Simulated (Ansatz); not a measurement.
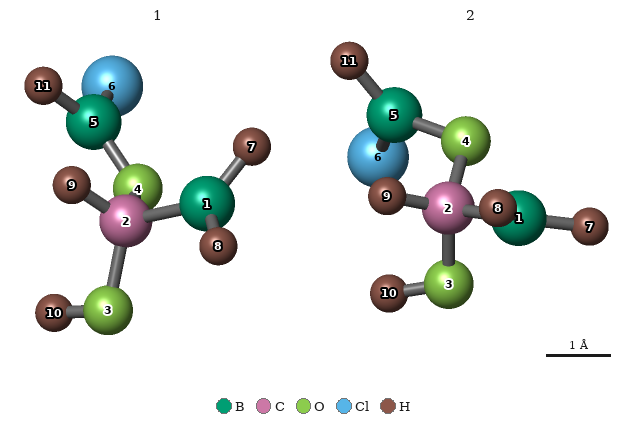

Two geometries of CH5B2ClO2, drawn at one scale. One is the start of a relaxation, the other its converged end. Style: ball-and-stick. Shown from a free direction.

These are results of RKS BHLYP-D4/STO-3G (Ansatz), not measurements. (no spin polarisation; force threshold 0.02 eV/Å; at most 40 steps)

**Which geometry has the lower energy?**

Structure 1 is the relaxed one. The run prepares the start of a later molecular dynamics calculation, from a guessed geometry. The atom that moves furthest after the best rigid fit is Cl6 (1.34 Å). By element the largest moves are Cl 1.34 Å, H 1.32 Å, O 0.90 Å, B 0.27 Å, C 0.25 Å. Near-neighbour distances that change, for instance: O4–B5 1.407 → 1.325 Å, C2–O4 1.409 → 1.474 Å, C2–O3 1.380 → 1.437 Å, B5–Cl6 1.846 → 1.792 Å. Bond angles that change, for instance: C2–O4–B5 113.3° → 120.1°, B1–C2–O3 104.9° → 110.7°, C2–O3–H10 107.6° → 103.4°. Groups turn about O4–B5 by about 85°, B1–C2 by about 85°, C2–O4 by about 50°. The energy falls by 129.0 kJ/mol in 24 accepted moves (30 points after the start). The largest force component goes from 3.1 to 0.017 eV/Å. The line search rejected the trial steps at points 9, 15, 16, 20, 27, 29 of the run. The forces were under the threshold at step 26, but the run went on from there.

Limits of the set-up: STO-3G is a minimal basis, so the numbers are rough.
